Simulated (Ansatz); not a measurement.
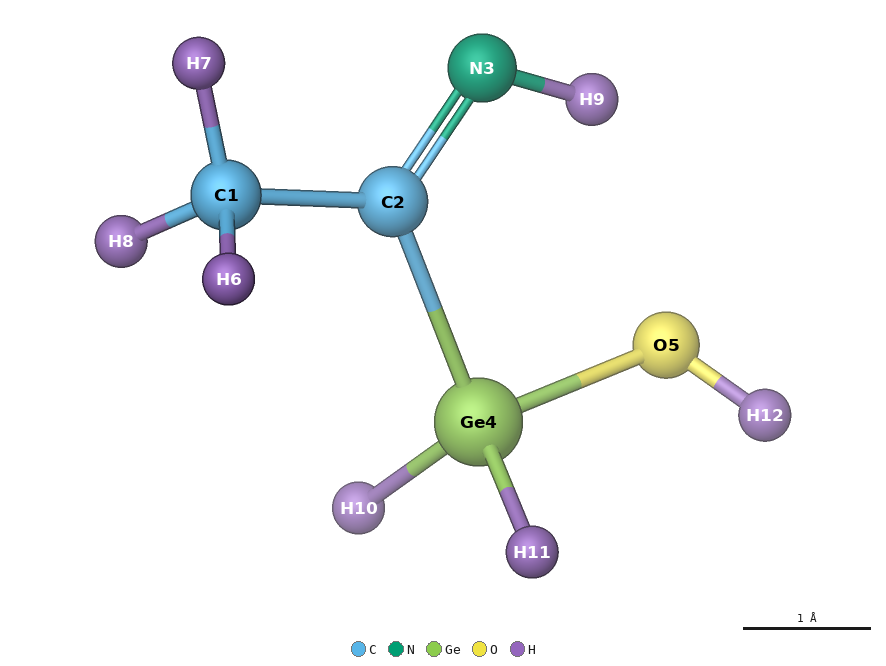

Orthographic view. Atoms fade into the background with distance from the viewer. Computed geometry: PBE-D4/def2-SVP optimisation. No frequency run is at hand to confirm it as a minimum.

Write a Z-matrix (Å, degrees) in the order of the atom numbers, with these reference atoms: 2 to 1; 3 to 2, 1; 4 to 2, 3, 1; 5 to 4, 2, 3; 6 to 1, 2, 3; 7 to 1, 6, 2; 8 to 1, 7, 6; 9 to 3, 2, 1; 10 to 4, 5, 9; 11 to 4, 10, 5; 12 to 5, 4, 10.

```
C  
C    1   1.503
N    2   1.281   1   121.5
Ge   2   1.997   3   118.4   1   179.8
O    4   1.815   2    99.0   3    -4.5
H    1   1.111   2   110.8   3  -121.0
H    1   1.108   6   109.3   2  -121.4
H    1   1.111   7   109.3   6   116.3
H    3   1.042   2   109.5   1  -179.8
H    4   1.555   5   109.0   9   123.5
H    4   1.560  10   110.2   5  -120.1
H    5   0.973   4   111.5  10  -106.6
```
